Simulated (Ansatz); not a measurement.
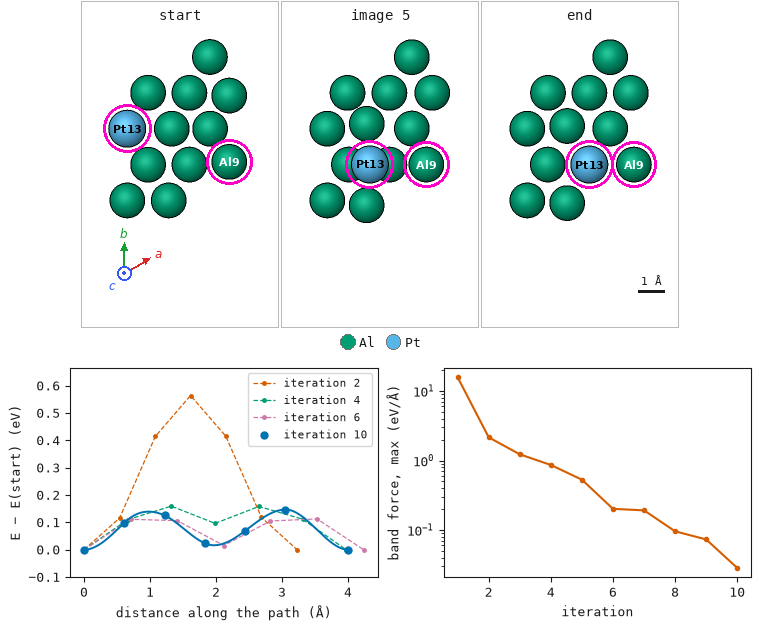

NEB run on Pt on Al(111) (13 atoms in the cell). Images are numbered from 0 (start) to 6 (end). The plot follows the band through its iterations. A spheres-only model of the simulation cell, with the vacuum cut short (origin moved), seen along the c axis. The atoms that move most are ringed.

Computed with DFT PBEsol, scalar-relativistic, plane waves, PAW (Ansatz 0.2.0).

Input
```yaml
crystal:
  lattice:
    - [5.727565, 0.0, 0.0]
    - [2.863782, 4.960217, 0.0]
    - [0.0, 0.0, 16.676537]
  atoms:
    - { symbol: Al, position: [0.1666667, 0.1666667, 0.0599645] }
    - { symbol: Al, position: [0.6666667, 0.1666667, 0.0599645] }
    - { symbol: Al, position: [0.1666667, 0.6666667, 0.0599645] }
    - { symbol: Al, position: [0.6666667, 0.6666667, 0.0599645] }
    - { symbol: Al, position: [-0.16672693, 0.33336656, 0.19823754] }
    - { symbol: Al, position: [0.33418702, 0.331758, 0.19946758] }
    - { symbol: Al, position: [-0.16816172, 0.83407786, 0.19934465] }
    - { symbol: Al, position: [0.33418672, 0.83404834, 0.19946265] }
    - { symbol: Al, position: [-0.01251984, 0.02513748, 0.33752663] }
    - { symbol: Al, position: [0.50016628, -8.803e-05, 0.33799339] }
    - { symbol: Al, position: [-0.01251295, 0.48739234, 0.3375338] }
    - { symbol: Al, position: [0.52485822, 0.48757176, 0.3377405] }
    - { symbol: Pt, position: [0.1659808, 0.66703012, 0.43070785] }
basis:
  ecutwfc: 420.0
kpoints:
  mp_grid: { grid: [3, 3, 1] }
hamiltonian:
  xc: pbesol
scf:
  occupations: { method: fermi_dirac, width: 0.05 }
  lower_state_search: "off"
neb:
  images: 5
  f_tol: 0.03
  initial_path: linear
  max_iterations: 41
  spring: 10.0
  constraints: [{ sites: [0, 1, 2, 3] }]
  final_atoms:
    - { symbol: Al, position: [0.1666667, 0.1666667, 0.0599645] }
    - { symbol: Al, position: [0.6666667, 0.1666667, 0.0599645] }
    - { symbol: Al, position: [0.1666667, 0.6666667, 0.0599645] }
    - { symbol: Al, position: [0.6666667, 0.6666667, 0.0599645] }
    - { symbol: Al, position: [-0.16581334, 0.33404837, 0.19946265] }
    - { symbol: Al, position: [0.33183822, 0.33407789, 0.19934465] }
    - { symbol: Al, position: [-0.16581304, 0.83175803, 0.19946758] }
    - { symbol: Al, position: [0.33327301, 0.83336659, 0.19823754] }
    - { symbol: Al, position: [0.02485816, -0.01242821, 0.3377405] }
    - { symbol: Al, position: [0.48748699, -0.01260763, 0.3375338] }
    - { symbol: Al, position: [0.00016622, 0.499912, 0.33799339] }
    - { symbol: Al, position: [0.4874801, 0.52513751, 0.33752663] }
    - { symbol: Pt, position: [0.66598074, 0.16703015, 0.43070785] }
  order_check: true
```

Launched with:
```bash
ansatz run input.yaml --threads 1 --pin off --max-ram 3072MiB --backend cpu --events-out ev --progress --plain --runs-dir out
```

Judge this run.

The run is converged, with reservations. The band converged in 10 iterations. The largest component of the band force went from 16 to 0.029 eV/Å. The climbing image converged on the top of the path. A check of its curvatures found one unstable direction (−0.47 eV/Å²), as a transition state must have. The first iteration put the highest image at 3.957 eV. The two ends have the same energy, and the highest point, image 5, lies 0.147 eV above the start. The profile has 2 maxima (images 2, 5) with a dip at image 3 (+0.023 eV), so the process runs in steps.

Limits of the set-up: the periodic images lie only 5.7 Å apart, so the values are limited by the cell's size.

The run took 14 min on 1 thread of Arm Neoverse V1, on a shared host, peak memory 0.85 GiB.
